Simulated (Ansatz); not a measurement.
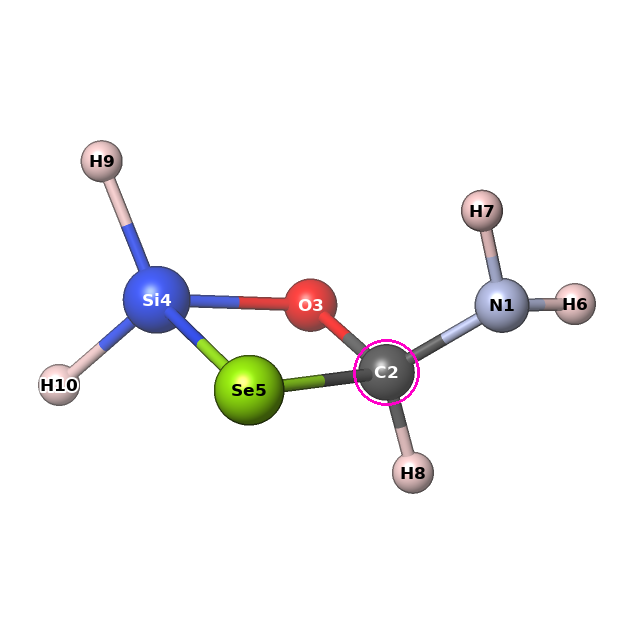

Depth is shown by fading: the farther an atom, the more it takes the colour of the background. Circles mark the stereogenic atoms. Computed geometry: PBE0-D4/def2-TZVP optimisation. No frequency run is at hand to confirm it as a minimum.

Q: Assign CIP descriptors.

A: C2: R (priorities Se5 > O3 > N1 > H8).

Q: Give a SMILES with the stereochemistry.

A: N[C@@H]1O[SiH2][Se]1
